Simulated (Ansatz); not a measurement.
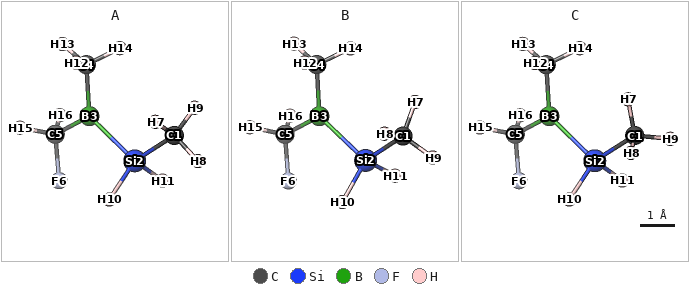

3 geometries from a converged minimum-energy path of C3H10BFSi, shuffled. The picture is a ball-and-stick view, seen from a free direction.

Computed with RKS B3LYP/6-31G* in Ansatz. Set-up: 5 movable images; climbing image; force threshold 0.03 eV/Å; iteration limit 60; starting path through a guess of the saddle point.

Which frame is the transition state?

Answer. C. In order along the path, whose images run from 0 to 6: B (image 1, +0.97 kJ/mol), C (image 3, +5.54 kJ/mol), A (image 6, +0.02 kJ/mol). The motion is a rotation about the C1–Si2 bond by about 120°. No bond forms or breaks between the ends.
